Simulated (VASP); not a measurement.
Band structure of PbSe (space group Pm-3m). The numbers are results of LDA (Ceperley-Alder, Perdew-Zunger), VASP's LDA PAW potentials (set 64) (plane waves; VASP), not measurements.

Unless said otherwise, spin-orbit coupling is left out, though it shifts the bands of the heavy elements here.

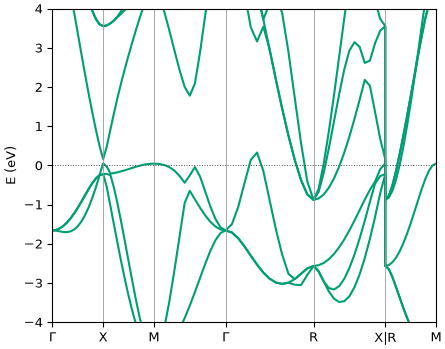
Bands along high-symmetry lines, zero at the valence-band maximum or, without a gap, the Fermi level

Problem. Read the plot: is there a gap, and where are the band edges?

Solution. It has no gap at this level: it comes out as a metal or semimetal. (Edges off the drawn lines would not show.)

The structure comes from a computed database's PbSe entry (Pm-3m); how it stands against other phases isn't given here. It was relaxed first, which changed the volume by -9 %.
